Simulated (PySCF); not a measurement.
# C2H9NSi2: electronic excitations at several levels of theory

Aim: compute the electronic excitations of C2H9NSi2 (`N[SiH2]/C=C/[SiH3]`) at several levels, and see how far they spread and what each costs.

Computed with PySCF 2.14.0, with density-fitted response routines of our own, on a single molecule in the gas phase. Atoms count from 0, in the outputs and in this text.

## Step 1: Starting geometry

14 atoms, charge 0, multiplicity 1; geometry from: GFN2-xTB.

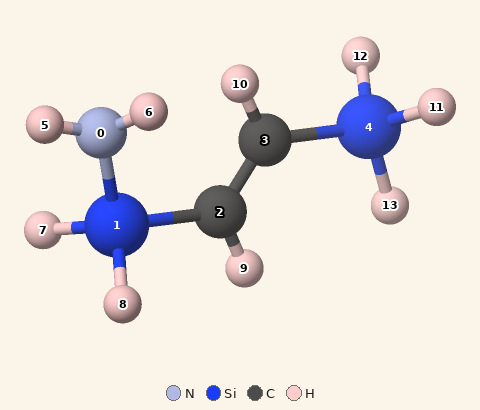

The starting geometry (nitrogen light blue, silicon blue, carbon dark grey, hydrogen pink), atoms numbered.

## Step 2: Geometry optimisation at PBE0-D3(BJ)/def2-SVP

Job settings and geometry (Å):

```
{"job": {"xc": "PBE0", "basis": "def2-SVP", "d3": "d3bj", "grid": 1, "kind": "geom"}, "charge": 0, "multiplicity": 1}
N     -2.390696     0.469089    -0.211627
Si    -1.753686    -0.839477     0.713694
C      0.113981    -0.613832     0.767145
C      0.813861     0.262855     0.050263
Si     2.678153     0.495573     0.107558
H     -3.367139     0.452790    -0.456174
H     -2.120691     1.408756     0.031546
H     -2.147583    -2.045982    -0.017620
H     -2.236573    -0.926955     2.105617
H      0.654500    -1.266878     1.443973
H      0.264669     0.904802    -0.630673
H      2.985627     1.829345     0.638509
H      3.217900     0.390843    -1.251592
H      3.286998    -0.521402     0.967241
```

Standard output:

```text
step   0  E = -714.67109624  max force = 0.015317
step   1  E = -714.67445483  max force = 0.003958
step   2  E = -714.67465218  max force = 0.001584
step   3  E = -714.67471992  max force = 0.000838
step   4  E = -714.67476265  max force = 0.000823
step   5  E = -714.67482767  max force = 0.000868
step   6  E = -714.67486814  max force = 0.000862
step   7  E = -714.67489023  max force = 0.000315
step   8  E = -714.67489945  max force = 0.000186
optimisation converged
```

Run time: 45 s. Hardware: 1 thread, shared host.

The steps of the relaxation:

```csv
step,energy from step 0 (eV),largest force component (eV/Å)
0,0.0000,0.7876
1,-0.0914,0.2035
2,-0.0968,0.0815
3,-0.0986,0.0431
4,-0.0998,0.0423
5,-0.1015,0.0446
6,-0.1026,0.0443
7,-0.1032,0.0162
8,-0.1035,0.0096
```

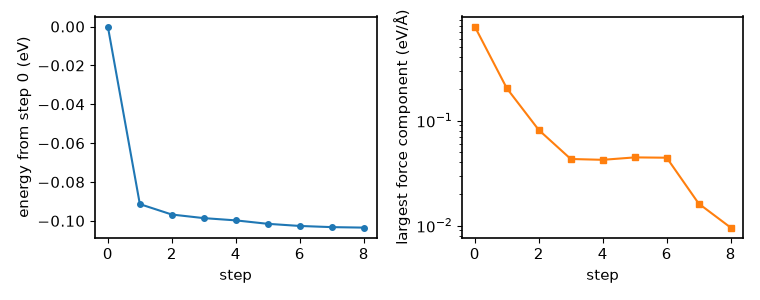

Energy and force, step by step.

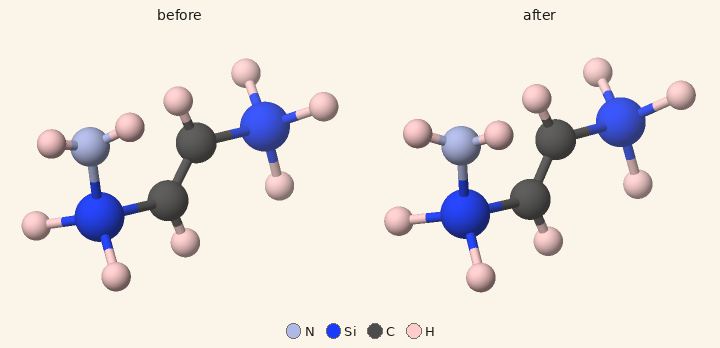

Before and after, at one scale.

Distances of close pairs at the start and the end, largest changes first:

```csv
bond,before (Å),after (Å),change (Å)
Si1–H7,1.465,1.496,+0.031
Si4–H13,1.464,1.495,+0.031
Si4–H12,1.466,1.497,+0.031
Si4–H11,1.468,1.497,+0.029
Si1–H8,1.476,1.502,+0.027
C3–H10,1.085,1.101,+0.016
C2–H9,1.085,1.100,+0.015
C2–C3,1.331,1.345,+0.014
```

The end geometry stands in the next job.

```csv
at the end point,value
point group (found at 0.08 Å tolerance),C1
"rotational constants (GHz, main isotopes)","8.727, 1.134, 1.033"
dipole moment (D),1.66
```

## Step 3: TDDFT and polarisability: PBE0/aug-cc-pVDZ

Job settings and geometry (Å):

```
{"job": {"kind": "uv", "xc": "PBE0", "basis": "aug-cc-pVDZ"}, "charge": 0, "multiplicity": 1}
N     -2.383313     0.558083    -0.029919
Si    -1.751007    -0.835629     0.782613
C      0.120429    -0.718191     0.799843
C      0.793199     0.148538     0.021124
Si     2.656748     0.316995     0.000356
H     -3.254238     0.478496    -0.541634
H     -2.300963     1.474056     0.397481
H     -2.223186    -2.024880     0.007236
H     -2.205386    -1.024471     2.202151
H      0.687300    -1.375085     1.476389
H      0.198511     0.794887    -0.642436
H      3.072816     1.697269     0.404370
H      3.200558     0.071625    -1.372265
H      3.252606    -0.670941     0.950936
```

Method: TDDFT PBE0/aug-cc-pVDZ, vertical, gas phase, core orbitals frozen in the response.

Standard output:

```text
coarse grid: 12064 points
cycle   1  E = -714.8921307499  dE =  1.502e-01  |g| = 4.568e-01  |ddm| = 9.006e+00
cycle   2  E = -714.8511624312  dE =  4.097e-02  |g| = 6.111e-01  |ddm| = 2.233e+00
cycle   3  E = -714.9418105995  dE = -9.065e-02  |g| = 4.625e-02  |ddm| = 1.123e+00
cycle   4  E = -714.9422238005  dE = -4.132e-04  |g| = 2.506e-02  |ddm| = 1.405e-01
cycle   5  E = -714.9423868139  dE = -1.630e-04  |g| = 5.604e-03  |ddm| = 6.872e-02
cycle   6  E = -714.9423939876  dE = -7.174e-06  |g| = 2.817e-03  |ddm| = 1.535e-02
final grid: 105608 points
cycle   7  E = -714.9573420591  dE = -9.412e-06  |g| = 8.352e-03  |ddm| = 1.536e-01
cycle   8  E = -714.9573170655  dE =  2.499e-05  |g| = 1.300e-02  |ddm| = 3.858e-02
cycle   9  E = -714.9573591551  dE = -4.209e-05  |g| = 1.255e-03  |ddm| = 2.239e-02
cycle  10  E = -714.9573595619  dE = -4.068e-07  |g| = 2.131e-04  |ddm| = 2.847e-03
cycle  11  E = -714.9573595740  dE = -1.211e-08  |g| = 6.970e-05  |ddm| = 5.737e-04
cycle  12  E = -714.9573595750  dE = -1.040e-09  |g| = 2.676e-05  |ddm| = 2.079e-04
cycle  13  E = -714.9573595753  dE = -2.203e-10  |g| = 2.622e-06  |ddm| = 7.627e-05
converged SCF energy = -714.9573595753

Static polarisability (au): isotropic 93.829, principal 73.986 84.846 122.653

Singlet excitations
state   eV       nm        f      main configurations
  1   5.3731    230.7   0.01511   H->L 0.89
  2   5.8452    212.1   0.01402   H-2->L 0.76, H->L+1 0.15
  3   5.9823    207.3   0.00360   H->L+1 0.76, H-2->L 0.14
  4   6.3432    195.5   0.31401   H-1->L 0.77, H-1->L+1 0.12
  5   6.6866    185.4   0.15873   H-1->L+1 0.64, H->L+2 0.12, H-1->L 0.11
  6   6.7919    182.5   0.01908   H->L+2 0.67, H-1->L+1 0.14
  7   6.9325    178.8   0.02885   H->L+3 0.72, H->L+4 0.16
  8   7.0644    175.5   0.03998   H-1->L+2 0.73, H-2->L+1 0.12
  9   7.0795    175.1   0.03341   H-2->L+1 0.74, H-1->L+2 0.10
 10   7.1586    173.2   0.02973   H->L+5 0.61, H->L+3 0.09

Triplet excitations (Tamm-Dancoff, eV): 3.9750 4.9599 5.4444 5.7748
```

It took 27 s on 1 thread, shared host.

The orbitals next to the gap, with their largest atomic shares:

```csv
orbital,eV,atoms
HOMO−3,-9.52,"Si4 40 %, H13 30 %, H11 10 %"
HOMO−2,-8.31,"C3 27 %, C2 23 %, Si4 12 %"
HOMO−1,-7.85,"C2 33 %, C3 31 %, Si4 7 %"
HOMO,-7.45,"N0 54 %, Si1 14 %, H8 10 %"
LUMO,-0.90,"C2 30 %, C3 30 %, Si1 13 %"
LUMO+1,-0.27,"H6 23 %, H5 20 %, Si1 13 %"
LUMO+2,0.15,"Si1 19 %, H13 15 %, H11 14 %"
```

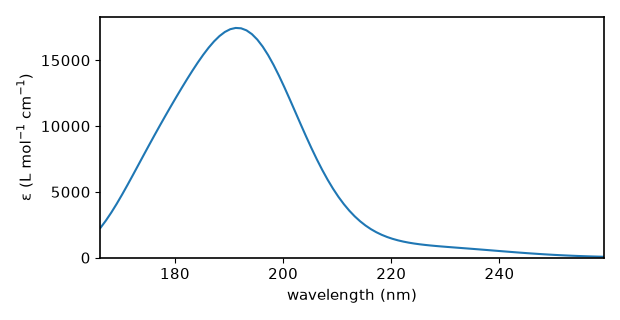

Absorption spectrum: each of the 10 states is a Gaussian band of 0.4 eV half-width at 1/e. Beyond the last state computed it falls off for lack of states.

Ground-state properties from the same run:

```csv
property,computed
dipole moment (D),1.38
polarisability (Å³),13.90
HOMO–LUMO gap (eV),6.56
−ε(HOMO) (eV),7.45
```

## Step 4: Excited states and response: PBE0/def2-TZVPD

Settings changed since step 3:

```diff
@@ -1,2 +1,2 @@
-{"job": {"kind": "uv", "xc": "PBE0", "basis": "aug-cc-pVDZ"}, "charge": 0, "multiplicity": 1}
+{"job": {"kind": "uv", "xc": "PBE0", "basis": "def2-TZVPD"}, "charge": 0, "multiplicity": 1}
 N     -2.383313     0.558083    -0.029919
```

With the program's defaults for keys left out, this is: TDDFT PBE0/def2-TZVPD, vertical, gas phase, core orbitals frozen in the response.

Standard output:

```text
coarse grid: 12064 points
cycle   1  E = -714.9782193600  dE =  9.315e-02  |g| = 4.900e-01  |ddm| = 3.403e+00
cycle   2  E = -714.9346846946  dE =  4.353e-02  |g| = 6.491e-01  |ddm| = 1.175e+00
cycle   3  E = -715.0312122776  dE = -9.653e-02  |g| = 5.376e-02  |ddm| = 6.419e-01
cycle   4  E = -715.0317004451  dE = -4.882e-04  |g| = 2.704e-02  |ddm| = 7.696e-02
cycle   5  E = -715.0318675662  dE = -1.671e-04  |g| = 7.689e-03  |ddm| = 2.846e-02
cycle   6  E = -715.0318808534  dE = -1.329e-05  |g| = 2.993e-03  |ddm| = 8.873e-03
cycle   7  E = -715.0318830965  dE = -2.243e-06  |g| = 5.585e-04  |ddm| = 2.907e-03
final grid: 105608 points
cycle   8  E = -715.0225597491  dE = -2.868e-05  |g| = 7.462e-03  |ddm| = 2.212e-01
cycle   9  E = -715.0225488715  dE =  1.088e-05  |g| = 1.010e-02  |ddm| = 1.795e-02
cycle  10  E = -715.0225720794  dE = -2.321e-05  |g| = 7.783e-04  |ddm| = 8.035e-03
cycle  11  E = -715.0225721998  dE = -1.203e-07  |g| = 3.459e-04  |ddm| = 1.301e-03
cycle  12  E = -715.0225722298  dE = -3.004e-08  |g| = 9.342e-05  |ddm| = 4.816e-04
cycle  13  E = -715.0225722316  dE = -1.823e-09  |g| = 3.568e-05  |ddm| = 1.326e-04
cycle  14  E = -715.0225722320  dE = -3.463e-10  |g| = 4.835e-06  |ddm| = 4.307e-05
converged SCF energy = -715.0225722320

Static polarisability (au): isotropic 93.019, principal 73.233 84.122 121.701

Singlet excitations
state   eV       nm        f      main configurations
  1   5.3571    231.4   0.01216   H->L 0.86, H-2->L 0.08
  2   5.7806    214.5   0.01132   H-2->L 0.87, H->L 0.10
  3   6.1890    200.3   0.00544   H->L+1 0.88
  4   6.3532    195.2   0.40515   H-1->L 0.82
  5   6.8587    180.8   0.08948   H-1->L+1 0.81
  6   7.0581    175.7   0.01018   H->L+2 0.74
  7   7.2157    171.8   0.05727   H-2->L+1 0.79, H->L+4 0.10
  8   7.3123    169.6   0.02001   H-1->L+2 0.71, H-3->L 0.12
  9   7.3336    169.1   0.04889   H->L+4 0.65, H->L+5 0.12
 10   7.3386    168.9   0.00070   H-3->L 0.70, H-1->L+2 0.13

Triplet excitations (Tamm-Dancoff, eV): 3.9443 4.8797 5.4396 5.9199
```

Run time: 44 s. Hardware: 1 thread, shared host.

In short: HOMO -7.52 eV, LUMO -0.97 eV; lowest singlet 5.36 eV.

## Step 5: TDDFT and polarisability: PBE0/6-31+G*

Settings changed since step 4:

```diff
@@ -1,2 +1,2 @@
-{"job": {"kind": "uv", "xc": "PBE0", "basis": "def2-TZVPD"}, "charge": 0, "multiplicity": 1}
+{"job": {"kind": "uv", "xc": "PBE0", "basis": "6-31+G*"}, "charge": 0, "multiplicity": 1}
 N     -2.383313     0.558083    -0.029919
```

Level: TDDFT PBE0/6-31+G*, vertical, gas phase, core orbitals frozen in the response.

Standard output:

```text
coarse grid: 12064 points
cycle   1  E = -714.9170595278  dE =  1.238e-01  |g| = 4.545e-01  |ddm| = 3.706e+00
cycle   2  E = -714.8793868243  dE =  3.767e-02  |g| = 5.972e-01  |ddm| = 1.342e+00
cycle   3  E = -714.9669712247  dE = -8.758e-02  |g| = 4.546e-02  |ddm| = 8.303e-01
cycle   4  E = -714.9673344639  dE = -3.632e-04  |g| = 2.579e-02  |ddm| = 1.021e-01
cycle   5  E = -714.9675091419  dE = -1.747e-04  |g| = 4.850e-03  |ddm| = 4.367e-02
cycle   6  E = -714.9675138996  dE = -4.758e-06  |g| = 2.746e-03  |ddm| = 1.019e-02
final grid: 105608 points
cycle   7  E = -714.9088781189  dE = -7.331e-06  |g| = 8.471e-03  |ddm| = 5.434e-02
cycle   8  E = -714.9088537590  dE =  2.436e-05  |g| = 1.299e-02  |ddm| = 2.178e-02
cycle   9  E = -714.9088959411  dE = -4.218e-05  |g| = 1.261e-03  |ddm| = 1.321e-02
cycle  10  E = -714.9088963550  dE = -4.139e-07  |g| = 1.886e-04  |ddm| = 1.433e-03
cycle  11  E = -714.9088963641  dE = -9.136e-09  |g| = 7.484e-05  |ddm| = 4.619e-04
cycle  12  E = -714.9088963653  dE = -1.241e-09  |g| = 2.344e-05  |ddm| = 1.742e-04
cycle  13  E = -714.9088963655  dE = -1.689e-10  |g| = 2.525e-06  |ddm| = 4.834e-05
converged SCF energy = -714.9088963655

Static polarisability (au): isotropic 84.119, principal 65.967 75.788 110.600

Singlet excitations
state   eV       nm        f      main configurations
  1   5.4445    227.7   0.01472   H->L 0.90
  2   5.9218    209.4   0.01081   H-2->L 0.80, H->L+1 0.12
  3   6.0816    203.9   0.00381   H->L+1 0.80, H-2->L 0.11
  4   6.4149    193.3   0.28218   H-1->L 0.73, H-1->L+1 0.17
  5   6.7799    182.9   0.18575   H-1->L+1 0.65, H-1->L 0.14
  6   6.9159    179.3   0.01924   H->L+2 0.77, H-1->L+1 0.09
  7   7.1622    173.1   0.02246   H-2->L+1 0.39, H-1->L+2 0.26, H->L+3 0.18
  8   7.1770    172.8   0.02540   H-1->L+2 0.61, H-2->L+1 0.23
  9   7.2072    172.0   0.09590   H->L+3 0.42, H-2->L+1 0.29, H->L+4 0.12
 10   7.4399    166.6   0.02322   H->L+5 0.76, H->L+4 0.08

Triplet excitations (Tamm-Dancoff, eV): 3.9744 5.0413 5.5055 5.8625
```

Wall time 12 s (1 thread, shared host).

Key values: HOMO -7.45 eV, LUMO -0.82 eV; lowest singlet 5.44 eV.

## Step 6: Run by run: electronic excitations

Excitations and ground-state properties, with basis size and wall time:

```csv
run,lowest singlet (eV),brightest (eV),f,gap (eV),α (Å³),μ (D),functions,time
PBE0/aug-cc-pVDZ,5.37,6.34,0.314,6.56,13.90,1.38,204,27 s
PBE0/def2-TZVPD,5.36,6.35,0.405,6.56,13.78,1.42,278,44 s
PBE0/6-31+G*,5.44,6.41,0.282,6.63,12.47,1.50,116,12 s
```

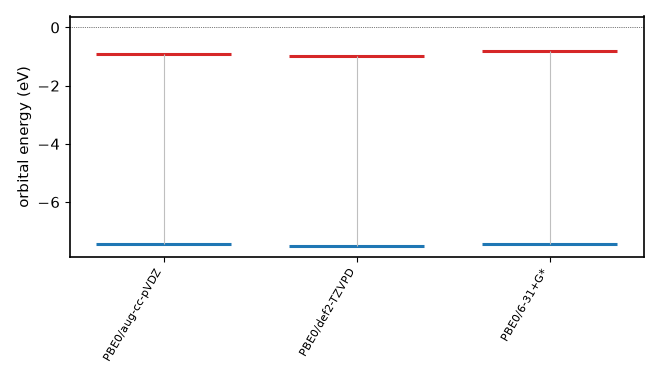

HOMO (blue) and LUMO (red) run by run.

## Step 7: Summary of results

```
                                quantity                        value
                             point group                           C1
    rotational constants (main isotopes)         8.73, 1.13, 1.03 GHz
       lowest singlet (PBE0/aug-cc-pVDZ)  5.37 eV (231 nm), f = 0.015
brightest single state of those computed  state 4, 6.34 eV, f = 0.314
                          lowest triplet                      3.98 eV
             range of the lowest singlet              5.36 to 5.44 eV
```

In words: Single values in the summary come from the first run of each kind that ended normally (PBE0/aug-cc-pVDZ), which need not be the best level. The optimisation took 8 steps and gained 0.103 eV; among the close pairs (by a distance rule), Si1–H7 changed most, from 1.465 to 1.496 Å. The first singlet state (HOMO→LUMO 0.89) lies at 5.37 eV and is weak; of the 10 states computed, the strongest absorption comes from state 4 at 6.34 eV. The lowest triplet lies 1.40 eV below the lowest singlet (triplets in Tamm-Dancoff, singlets in full TDDFT). The lowest singlet runs from 5.36 eV (PBE0/def2-TZVPD) to 5.44 eV (PBE0/6-31+G*), while the orbital gap spans 6.56 to 6.63 eV. The lowest state need not be the same one in every run.
